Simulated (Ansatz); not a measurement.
# Fields on a plane of In2Si2O7 (space group C2/m)

```xyz
11
Lattice="3.2827 -4.2785 0.0000 3.2827 4.2785 0.0000 -1.0162 0.0000 4.5749" Properties=species:S:1:pos:R:3 pbc="T T T"
In     3.2827     1.6511     0.0000
In     3.2827    -1.6511     0.0000
Si     1.0457     0.0000     1.8785
Si     4.5036     0.0000     2.6964
O      4.2192    -1.3466     3.5721
O      1.3301     1.3466     1.0028
O      1.3301    -1.3466     1.0028
O      4.2192     1.3466     3.5721
O     -0.5081     0.0000     2.2875
O      3.6988     0.0000     1.2887
O      1.8505     0.0000     3.2862
```

The slice is a (001) plane (indices of the conventional cell) through the point (0.921, 0.606, 0.781) (fractional), spanned by u = [110] and v = [1 -1 0] in vectors of this cell: u (6.57 Å) and v (8.56 Å, at 90° to u). It covers one period; positions are fractions (u, v).

Atoms on it: O at (0.00, 0.00); O at (0.50, 0.50); O at (0.00, 0.69); O at (0.50, 0.19). Other atoms lie within 1 Å of the plane.

Method: LDA (plane waves to 420 eV, PAW, scalar-relativistic; Ansatz, a program for electronic structure). k mesh 5×5×6. Inside the PAW spheres the values are not all-electron values, and peaks at nuclei hang on which shells count as valence. In2Si2O7 was relaxed with its symmetry unable to fall.

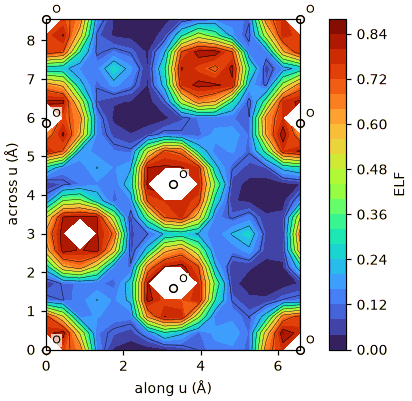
*Electron localisation function (ELF), one period of the plane, atoms marked. Points within 0.3 Å of a nucleus are left white, as the pseudised field means little there.*

```
|xxxx==##%%@@@@%%##==..::==++xx|
|    ..**%%@@@@@@##xxxx==##**::|
|      ++%%@@@@@@::xxxxxx##**..|
|      **%%@@@@@@**xxxx..##**::|
|xx  ==##%%@@@@@@##==::--++**  |
|xxxx++####%%@@%%**::    ::==xx|
|xxxx====++##%%%%**        ==xx|
|  ==..    ++####++::    ..****|
|##==      ----xxxx..----++##%%|
|##==      ==xxxxxxxx****##%%%%|
|%%**::..--++::xxxx  **%%@@@@@@|
|%%  xxxx**##++      ==##@@@@@@|
|##xxxxxx**##==      ::##@@@@@@|
|%%xxxxxx**##==      --##@@@@@@|
|%%++::::==**==xxxx::**%%@@@@@@|
|##++      ==xxxxxxxx**##%%%%@@|
|##==      --  xxxx  ====**##%%|
|**==      ==**..  ::    ::**##|
|xxxx------**%%%%**..      ==xx|
|xxxx++**##%%%%%%**..    ..==xx|
```
Scale: ten equal steps from 1.00 (start of ' ') to 9.89 (end of '@'), in the order ' .:-=+*#%@'. Values: electrostatic potential energy of an electron, from the cell's mean, in eV. The map has 15 points along u (two characters each, u = 0 at the left) and 20 along v (v = 0 in the bottom row). Points within 0.7 Å of a nucleus are blanked (x), as the pseudised field means little there. Values under 1 eV are set to 1. The zero, the cell's mean, hangs on the PAW cores.
